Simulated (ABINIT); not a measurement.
## Quasiparticle gap of YVO4 (I4_1/amd) in ABINIT

How does a plane-wave GW calculation on YVO4 (I4_1/amd) run from the first input to the gap?

Main program and level: ABINIT 10.8.3; LDA and many-body steps on it, plane waves.

**1. Set-up**

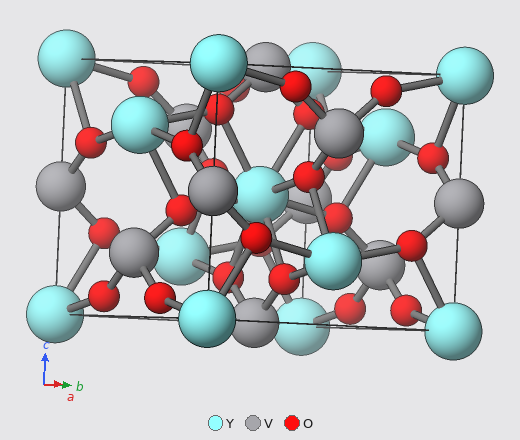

The cell as given, slightly off an axis (yttrium teal, vanadium grey, oxygen red). This picture shows the conventional cell, with its axes. Some periodic images of atoms are drawn too.

As a file:

```cif
data_structure
_symmetry_space_group_name_H-M 'P 1'
_symmetry_Int_Tables_number 1
_cell_length_a 5.9350
_cell_length_b 5.9350
_cell_length_c 5.9350
_cell_angle_alpha 106.304
_cell_angle_beta 106.304
_cell_angle_gamma 116.009
_cell_volume 159.34
loop_
_atom_site_label
_atom_site_type_symbol
_atom_site_fract_x
_atom_site_fract_y
_atom_site_fract_z
_atom_site_occupancy
Y1 Y 0.75000 0.25000 0.50000 1
Y2 Y 0.00000 0.00000 0.00000 1
V3 V 0.50000 0.50000 0.00000 1
V4 V 0.25000 0.75000 0.50000 1
O5 O 0.51000 0.32580 0.18420 1
O6 O 0.07580 0.39160 0.31580 1
O7 O 0.14160 0.32580 0.81580 1
O8 O 0.07580 0.76000 0.68420 1
O9 O 0.24000 0.92420 0.31580 1
O10 O 0.67420 0.49000 0.81580 1
O11 O 0.60840 0.92420 0.68420 1
O12 O 0.67420 0.85840 0.18420 1
```

The cell and positions come from the Crystallography Open Database and are kept as given unless a step says otherwise.

**2. Ground state**

This step: ABINIT 10.8.3; DFT, LDA, plane waves, norm-conserving pseudopotentials.

The ground-state density comes first.

run.abi

```
acell 3*1.0 Angstrom
rprim 
  -3.559150000000 3.559150000000 3.144650000000
  3.559150000000 -3.559150000000 3.144650000000
  3.559150000000 3.559150000000 -3.144650000000
ntypat 3
znucl 39 23 8
natom 12
typat 1 1 2 2 3 3 3 3 3 3 3 3
xred 
  0.750000000000 0.250000000000 0.500000000000
  0.000000000000 0.000000000000 0.000000000000
  0.500000000000 0.500000000000 0.000000000000
  0.250000000000 0.750000000000 0.500000000000
  0.510000000000 0.325800000000 0.184200000000
  0.075800000000 0.391600000000 0.315800000000
  0.141600000000 0.325800000000 0.815800000000
  0.075800000000 0.760000000000 0.684200000000
  0.240000000000 0.924200000000 0.315800000000
  0.674200000000 0.490000000000 0.815800000000
  0.608400000000 0.924200000000 0.684200000000
  0.674200000000 0.858400000000 0.184200000000
pp_dirpath "pseudos"
pseudos "Y.upf, V.upf, O.upf"
ecut 38
ngkpt 4 4 4
nshiftk 1
shiftk 0 0 0
kptopt 1
chksymbreak 0
nband 58
occopt 1
tolvrs 1e-08
nstep 60
prtwf 0
optforces 0
optstress 0
indata_prefix "in"
outdata_prefix "out"
tmpdata_prefix "tmp"
```

Launch:

```console
$ OMP_NUM_THREADS=1 mpirun -n 4 abinit run.abi > log
```

Numbers of over 12 decimals in the logs are rounded to 6 here.

What it wrote:

```text
.Version 10.8.3 of ABINIT. v10.8.2 released Aug 2026.

 Symmetries : space group I4_1/a m d (#141); Bravais tI (body-center tetrag.)
================================================================================
 Values of the parameters that define the memory need of the present run
     intxc =       0    ionmov =       0      iscf =       7    lmnmax =       6
     lnmax =       6     mgfft =      64  mpssoang =       3    mqgrid =    3001
     natom =      12  nloc_mem =       1    nspden =       1   nspinor =       1
    nsppol =       1      nsym =      16    n1xccc =    2501    ntypat =       3
    occopt =       1   xclevel =       1
-    mband =          58        mffmem =           1         mkmem =           4
       mpw =       12062          nfft =      262144          nkpt =          13
================================================================================
  Rough estimation (10% accuracy) of disk space for files :
================================================================================

--------------------------------------------------------------------------------
------------- Echo of variables that govern the present computation ------------
--------------------------------------------------------------------------------
 -outvars: echo values of preprocessed input variables --------
            acell      1.8897261259E+00  1.8897261259E+00  1.8897261259E+00 Bohr

      chksymbreak           0
             ecut      3.80000000E+01 Hartree
-          fftalg         312

              ixc       -1012
              kpt      0.00000000E+00  0.00000000E+00  0.00000000E+00
                       2.50000000E-01  0.00000000E+00  0.00000000E+00
                       5.00000000E-01  0.00000000E+00  0.00000000E+00
                       2.50000000E-01  2.50000000E-01  0.00000000E+00
                       5.00000000E-01  2.50000000E-01  0.00000000E+00
                      -2.50000000E-01  2.50000000E-01  0.00000000E+00
                       5.00000000E-01  5.00000000E-01  0.00000000E+00
                       2.50000000E-01  2.50000000E-01  2.50000000E-01
                      -2.50000000E-01  2.50000000E-01  2.50000000E-01
                       5.00000000E-01  5.00000000E-01  2.50000000E-01
                      -2.50000000E-01  5.00000000E-01  2.50000000E-01
[...]
kptrlatt        4    0    0      0    4    0      0    0    4
          kptrlen      4.48619047E+01
P           mkmem           4
            natom          12
            nband          58
            ngfft          64      64      64
             nkpt          13
            nstep          60
             nsym          16
           ntypat           3
              occ      2.000000  2.000000  2.000000  2.000000  2.000000  2.000000
                       2.000000  2.000000  2.000000  2.000000  2.000000  2.000000
                       2.000000  2.000000  2.000000  2.000000  2.000000  2.000000
                       2.000000  2.000000  2.000000  2.000000  2.000000  2.000000
                       2.000000  2.000000  2.000000  2.000000  2.000000  2.000000
                       2.000000  2.000000  2.000000  2.000000  2.000000  2.000000
                       2.000000  2.000000  2.000000  2.000000  2.000000  2.000000
                       2.000000  2.000000  2.000000  2.000000  2.000000  2.000000
                       0.000000  0.000000  0.000000  0.000000  0.000000  0.000000
                       0.000000  0.000000  0.000000  0.000000
        optforces           0
        optstress           0
            prtwf           0
            rprim     -3.5591500000E+00  3.5591500000E+00  3.1446500000E+00
[...]
spgroup         141

           tolvrs      1.00000000E-08

             xred      7.5000000000E-01  2.5000000000E-01  5.0000000000E-01
[...]
znucl       39.00000   23.00000    8.00000

================================================================================

 chkinp: Checking input parameters for consistency.

================================================================================
== DATASET  1 ==================================================================
-   mpi_nproc: 4, omp_nthreads: 1 (-1 if OMP is not activated)

--- !DatasetInfo
iteration_state: {dtset: 1, }
dimensions: {natom: 12, nkpt: 13, mband: 58, nsppol: 1, nspinor: 1, nspden: 1, mpw: 12062, }
cutoff_energies: {ecut:  38.0, pawecutdg:  -1.0, }
electrons: {nelect:   9.60000000E+01, charge:   0.00000000E+00, occopt:   1.00000000E+00, tsmear:   1.00000000E-02, }

 Real(R)+Recip(G) space primitive vectors, cartesian coordinates (Bohr,Bohr^-1):
 R(1)= -6.7258187  6.7258187  5.9425273  G(1)=  0.0000000  0.0743404  0.0841393
 R(2)=  6.7258187 -6.7258187  5.9425273  G(2)=  0.0743404  0.0000000  0.0841393
 R(3)=  6.7258187  6.7258187 -5.9425273  G(3)=  0.0743404  0.0743404  0.0000000
 Unit cell volume ucvol=  1.0752798E+03 bohr^3
 Angles (23,13,12)=  1.06304477E+02  1.06304477E+02  1.16009272E+02 degrees

 getcut: wavevector=  0.0000  0.0000  0.0000  ngfft=  64  64  64
         ecut(hartree)=     38.000   => boxcut(ratio)=   2.05639

--- Pseudopotential description ------------------------------------------------
- Y Generated using ONCVPSP code by D. R. Hamann
- 39.00000  11.00000  180309                  znucl, zion, pspdat
[...]
2   -1.033686
 pspatm: atomic psp has been read  and splines computed

   1.10542395E+04                                ecore*ucvol(ha*bohr**3)
--------------------------------------------------------------------------------

_setup2: Arith. and geom. avg. npw (full set) are   12027.453   12027.441

================================================================================

--- !BeginCycle
iteration_state: {dtset: 1, }
solver: {iscf: 7, nstep: 60, nline: 4, wfoptalg: 0, }
tolerances: {tolvrs: 1.00E-08, }

     iter   Etot(hartree)      deltaE(h)  residm     vres2
 ETOT  1  -359.86487680071    -3.599E+02 1.204E-01 7.714E+03
 ETOT  2  -334.14313936571     2.572E+01 1.227E-01 1.445E+05
 ETOT  3  -361.80579768454    -2.766E+01 6.050E-02 1.088E+03
 ETOT  4  -361.95895301493    -1.532E-01 3.359E-02 3.101E+02
 ETOT  5  -362.01331224760    -5.436E-02 1.083E-02 4.879E+01
 ETOT  6  -362.02370455520    -1.039E-02 6.897E-03 1.535E+00
 ETOT  7  -362.02411487516    -4.103E-04 6.899E-03 1.717E-02
 ETOT  8  -362.02411693973    -2.065E-06 4.582E-03 1.795E-03
 ETOT  9  -362.02411742406    -4.843E-07 5.770E-03 5.710E-05
 ETOT 10  -362.02411744685    -2.279E-08 5.862E-03 1.389E-06
 ETOT 11  -362.02411744796    -1.106E-09 5.503E-03 3.430E-07
 ETOT 12  -362.02411744809    -1.302E-10 3.784E-03 8.864E-09

 At SCF step   12       vres2   =  8.86E-09 < tolvrs=  1.00E-08 =>converged.

--- !ResultsGS
iteration_state: {dtset: 1, }
comment   : Summary of ground state results
lattice_vectors:
- [ -6.7258187,   6.7258187,   5.9425273, ]
- [  6.7258187,  -6.7258187,   5.9425273, ]
- [  6.7258187,   6.7258187,  -5.9425273, ]
lattice_lengths: [  11.21548,   11.21548,   11.21548, ]
lattice_angles: [106.304, 106.304, 116.009, ] # degrees, (23, 13, 12)
lattice_volume:   1.0752798E+03
convergence: {deltae: -1.302E-10, res2:  8.864E-09, residm:  3.784E-03, diffor:  0.000E+00, }
etotal    :  -3.62024117E+02
entropy   :   0.00000000E+00
fermie    :   1.14205251E-01
cartesian_stress_tensor: null
pressure_GPa: null
xred      :
- [  7.5000E-01,   2.5000E-01,   5.0000E-01,  Y]
- [  0.0000E+00,   0.0000E+00,   0.0000E+00,  Y]
- [  5.0000E-01,   5.0000E-01,   7.9915E-18,  V]
- [  2.5000E-01,   7.5000E-01,   5.0000E-01,  V]
- [  5.1000E-01,   3.2580E-01,   1.8420E-01,  O]
- [  7.5800E-02,   3.9160E-01,   3.1580E-01,  O]
- [  1.4160E-01,   3.2580E-01,   8.1580E-01,  O]
- [  7.5800E-02,   7.6000E-01,   6.8420E-01,  O]
- [  2.4000E-01,   9.2420E-01,   3.1580E-01,  O]
- [  6.7420E-01,   4.9000E-01,   8.1580E-01,  O]
- [  6.0840E-01,   9.2420E-01,   6.8420E-01,  O]
- [  6.7420E-01,   8.5840E-01,   1.8420E-01,  O]
cartesian_forces: null
force_length_stats: {min: null, max: null, mean: null, }

 Integrated electronic density in atomic spheres:
 ------------------------------------------------
 Atom  Sphere_radius  Integrated_density
[...]
================================================================================

 ----iterations are completed or convergence reached----

 Mean square residual over all n,k,spin=   16.073E-06; max=  37.838E-04
 reduced coordinates (array xred) for   12 atoms
[...]
0.075800000000      0.760000000000      0.684200000000
       0.240000000000      0.924200000000      0.315800000000
       0.674200000000      0.490000000000      0.815800000000
       0.608400000000      0.924200000000      0.684200000000
       0.674200000000      0.858400000000      0.184200000000
 rms dE/dt=  0.0000E+00; max dE/dt=  0.0000E+00; dE/dt below (all hartree)
    1       0.000000000000      0.000000000000      0.000000000000
    2       0.000000000000      0.000000000000      0.000000000000
    3       0.000000000000      0.000000000000      0.000000000000
    4       0.000000000000      0.000000000000      0.000000000000
    5       0.000000000000      0.000000000000      0.000000000000
    6       0.000000000000      0.000000000000      0.000000000000
    7       0.000000000000      0.000000000000      0.000000000000
    8       0.000000000000      0.000000000000      0.000000000000
    9       0.000000000000      0.000000000000      0.000000000000
[...]
cartesian coordinates (angstrom) at end:
[...]
8      4.870341     0.000000     0.476729
    9      3.559150    -1.311191     2.667921
   10      2.247959     3.559150     1.095596
   11      3.559150     1.311191     2.667921
   12      1.311191     0.000000     4.240246
 length scales=  1.889726125908  1.889726125908  1.889726125908 bohr
              =  1.000000000000  1.000000000000  1.000000000000 angstroms
 prteigrs : about to open file out_EIG
 Fermi (or HOMO) energy (hartree) =   0.11421   Average Vxc (hartree)=  -0.40071
 Eigenvalues (hartree) for nkpt=  13  k points:
 kpt#   1, nband= 58, wtk=  0.01563, kpt=  0.0000  0.0000  0.0000 (reduced coord)
  -2.19854   -2.19851   -1.33734   -1.33641   -1.25952   -1.25952   -1.25239   -1.25239
  -1.25219   -1.25219   -0.62165   -0.62165   -0.61609   -0.61128   -0.60663   -0.60663
  -0.49063   -0.46500   -0.45109   -0.45074   -0.45074   -0.43978   -0.43800   -0.43800
  -0.04080   -0.02537   -0.01815   -0.01780   -0.00776   -0.00776    0.00589    0.00949
   0.00949    0.01890    0.01890    0.02113    0.02755    0.04714    0.04861    0.05610
   0.06773    0.06773    0.09802    0.09921    0.09921    0.09934    0.09934    0.11421
   0.21986    0.24676    0.25502    0.25705    0.26846    0.30980    0.31324    0.31424
   0.33234    0.34281
 prteigrs : prtvol=0 or 1, do not print more k-points.

--- !EnergyTerms
iteration_state     : {dtset: 1, }
comment             : Components of total free energy in Hartree
kinetic             :  1.70619138421956E+02
hartree             :  1.00237386475272E+02
xc                  : -7.13495777568503E+01
Ewald energy        : -2.32755164152120E+02
psp_core            :  1.02803375859931E+01
local_psp           : -3.27818644296293E+02
non_local_psp       : -1.12375937260463E+01
total_energy        : -3.62024117448089E+02
total_energy_eV     : -9.85117809024034E+03
band_energy         : -4.20832096343614E+01

== END DATASET(S) ==============================================================
================================================================================

 -outvars: echo values of variables after computation  --------
           etotal     -3.6202411745E+02
            nband          58
             nkpt          13
          spgroup         141
 [... the other variables as echoed above ...]

 Calculation completed.
```

Run time: 2.8 min. Hardware: 4 MPI ranks of Arm Neoverse V1, shared host; peak memory 0.62 GiB; 11 min of CPU time.

Numbers from this step:

| Property | Result |
| --- | --- |
| total energy | -9851.1781 eV |
| gap | 2.875 eV |
| k of the valence top | 0, 0, 0 |
| k of the conduction bottom | 0, 0, 0 |
| least direct gap | 2.875 eV |

The gap is direct, at Γ.

**3. Empty states on the mesh, 2×2×2 mesh, 146 bands**

The sums over transitions need many empty states on a uniform mesh; this step solves for them.

Edit run.abi of step 2 so:

```diff
@@ -25,3 +25,3 @@
 ecut 38
-ngkpt 4 4 4
+ngkpt 2 2 2
 nshiftk 1
@@ -30,9 +30,10 @@
 chksymbreak 0
-nband 58
-occopt 1
-tolvrs 1e-08
+iscf -2
+irdden 1
+istwfk *1
+nband 146
+nbdbuf 12
+tolwfr 1e-09
 nstep 60
-prtwf 0
-optforces 0
-optstress 0
+prtvol 0
 indata_prefix "in"
```

What it wrote:

```text
.Version 10.8.3 of ABINIT. v10.8.2 released Aug 2026.

 Symmetries : space group I4_1/a m d (#141); Bravais tI (body-center tetrag.)
[... echo of the input left out ...]
== DATASET  1 ==================================================================
-   mpi_nproc: 4, omp_nthreads: 1 (-1 if OMP is not activated)

--- !DatasetInfo
iteration_state: {dtset: 1, }
dimensions: {natom: 12, nkpt: 4, mband: 146, nsppol: 1, nspinor: 1, nspden: 1, mpw: 12033, }
cutoff_energies: {ecut:  38.0, pawecutdg:  -1.0, }
electrons: {nelect:   9.60000000E+01, charge:   0.00000000E+00, occopt:   1.00000000E+00, tsmear:   1.00000000E-02, }

 Real(R)+Recip(G) space primitive vectors, cartesian coordinates (Bohr,Bohr^-1):
 R(1)= -6.7258187  6.7258187  5.9425273  G(1)=  0.0000000  0.0743404  0.0841393
 R(2)=  6.7258187 -6.7258187  5.9425273  G(2)=  0.0743404  0.0000000  0.0841393
 R(3)=  6.7258187  6.7258187 -5.9425273  G(3)=  0.0743404  0.0743404  0.0000000
 Unit cell volume ucvol=  1.0752798E+03 bohr^3
 Angles (23,13,12)=  1.06304477E+02  1.06304477E+02  1.16009272E+02 degrees

 getcut: wavevector=  0.0000  0.0000  0.0000  ngfft=  64  64  64
         ecut(hartree)=     38.000   => boxcut(ratio)=   2.05639

--- Pseudopotential description ------------------------------------------------
- Y Generated using ONCVPSP code by D. R. Hamann
- 39.00000  11.00000  180309                  znucl, zion, pspdat
12 -1012 2 -1 1724                            pspcod,pspxc,lmax,lloc,mmax
     nproj     2     2     2
  pspatm : epsatm=   18.49213021
         --- l  ekb(1:nproj) -->
             0   10.120424    0.869710
             1    5.584292    0.424948
             2    1.196176    0.310479
 pspatm: atomic psp has been read  and splines computed

- V Generated using ONCVPSP code by D. R. Hamann
- 23.00000  13.00000  180309                  znucl, zion, pspdat
12 -1012 2 -1 1518                            pspcod,pspxc,lmax,lloc,mmax
     nproj     2     2     2
  pspatm : epsatm=   13.97969020
         --- l  ekb(1:nproj) -->
[...]
pspatm: atomic psp has been read  and splines computed

- O Generated using ONCVPSP code by D. R. Hamann
-  8.00000   6.00000  201201                  znucl, zion, pspdat
12 -1012 2 -1 926                             pspcod,pspxc,lmax,lloc,mmax
     nproj     2     2     1
  pspatm : epsatm=    6.27558587
         --- l  ekb(1:nproj) -->
[...]
2   -1.033686
 pspatm: atomic psp has been read  and splines computed

--------------------------------------------------------------------------------

================================================================================
 prteigrs : about to open file out_EIG
 Non-SCF case, kpt    1 (  0.00000  0.00000  0.00000), residuals and eigenvalues=
  2.13E-10  2.71E-10  8.46E-10  8.39E-10  3.52E-10  7.11E-10  1.11E-10  2.51E-10
[...]
3.64E-04  4.83E-05
 -2.1985E+00 -2.1985E+00 -1.3373E+00 -1.3364E+00 -1.2595E+00 -1.2595E+00
 -1.2524E+00 -1.2524E+00 -1.2522E+00 -1.2522E+00 -6.2165E-01 -6.2165E-01
 -6.1609E-01 -6.1128E-01 -6.0663E-01 -6.0663E-01 -4.9063E-01 -4.6500E-01
[...]
1.3116E+00  1.3116E+00  1.3309E+00  1.3431E+00  1.3672E+00  1.3724E+00
  1.3908E+00  1.3981E+00  1.3981E+00  1.4225E+00  1.4308E+00  1.4309E+00
  1.4485E+00  1.4759E+00
 prteigrs : prtvol=0 or 1, do not print more k-points.

--- !ResultsGS
iteration_state: {dtset: 1, }
comment   : Summary of ground state results
lattice_vectors:
- [ -6.7258187,   6.7258187,   5.9425273, ]
- [  6.7258187,  -6.7258187,   5.9425273, ]
- [  6.7258187,   6.7258187,  -5.9425273, ]
lattice_lengths: [  11.21548,   11.21548,   11.21548, ]
lattice_angles: [106.304, 106.304, 116.009, ] # degrees, (23, 13, 12)
lattice_volume:   1.0752798E+03
convergence: {deltae:  0.000E+00, res2:  0.000E+00, residm:  9.981E-10, diffor:  0.000E+00, }
etotal    :  -3.62024117E+02
entropy   :   0.00000000E+00
fermie    :   1.14205251E-01
cartesian_stress_tensor: null
pressure_GPa: null
xred      :
- [  7.5000E-01,   2.5000E-01,   5.0000E-01,  Y]
- [  0.0000E+00,   0.0000E+00,   0.0000E+00,  Y]
- [  5.0000E-01,   5.0000E-01,   7.9915E-18,  V]
- [  2.5000E-01,   7.5000E-01,   5.0000E-01,  V]
- [  5.1000E-01,   3.2580E-01,   1.8420E-01,  O]
- [  7.5800E-02,   3.9160E-01,   3.1580E-01,  O]
- [  1.4160E-01,   3.2580E-01,   8.1580E-01,  O]
[...]
- [  6.0840E-01,   9.2420E-01,   6.8420E-01,  O]
- [  6.7420E-01,   8.5840E-01,   1.8420E-01,  O]
cartesian_forces: null
force_length_stats: {min: null, max: null, mean: null, }

 Integrated electronic density in atomic spheres:
 ------------------------------------------------
 Atom  Sphere_radius  Integrated_density
[...]
================================================================================

 ----iterations are completed or convergence reached----

 Mean square residual over all n,k,spin=   45.684E-11; max=  99.813E-11
 reduced coordinates (array xred) for   12 atoms
[...]
0.608400000000      0.924200000000      0.684200000000
       0.674200000000      0.858400000000      0.184200000000

 cartesian coordinates (angstrom) at end:
    1     -0.000000     3.559150     1.572325
    2      0.000000     0.000000     0.000000
    3     -0.000000     0.000000     3.144650
[...]
11      3.559150     1.311191     2.667921
   12      1.311191     0.000000     4.240246
 length scales=  1.889726125908  1.889726125908  1.889726125908 bohr
              =  1.000000000000  1.000000000000  1.000000000000 angstroms
 prteigrs : about to open file out_EIG
 Eigenvalues (hartree) for nkpt=   4  k points:
 kpt#   1, nband=146, wtk=  0.12500, kpt=  0.0000  0.0000  0.0000 (reduced coord)
[...]
1.29060    1.29060    1.29258    1.29906    1.31160    1.31160    1.33091    1.34305
   1.36717    1.37240    1.39083    1.39813    1.39813    1.42252    1.43078    1.43090
   1.44854    1.47586
 prteigrs : prtvol=0 or 1, do not print more k-points.

== END DATASET(S) ==============================================================
================================================================================

 -outvars: echo values of variables after computation  --------
            nband         146
             nkpt           4
          spgroup         141
 [... the other variables as echoed above ...]

 Calculation completed.
```

The job ended after 76 s (4 MPI ranks; peak memory 0.54 GiB).

This step gave:

* gap: 2.875 eV
* k of the valence top: 0, 0, 0
* k of the conduction bottom: 0, 0, 0
* least direct gap: 2.875 eV
* k points computed: 4
* lowest point of the top converged band, above the valence top: 32.30 eV

On this mesh the gap is 2.875 eV.

[end of part 1 of 2]

[Paths, hosts, dates, memory and timing lines, banners, echoed tables and standing remarks are left out of the program output.]

[Logs are printed without paths, hosts, clocks, repeated set-up lines and the standing remarks that a program may print on its own settings, such as how far it seeks lower states.]

[Runs of the session that timed out or met a known fault of the program may be left out.]

[Hosts, paths, dates, database ids (printed as entryN), source tags and the programs' standing remarks are cut or masked in the printed files.]

[G0W0 gaps are taken among the corrected bands and points alone; a level outside them can change the order at an edge.]

[Where Ansatz stands beside ABINIT at settings called matched, ABINIT's density can come from a denser mesh and the files from another edition; pairs whose starting gaps differed by over 0.03 eV were left out, so agreement reads better than it is.]
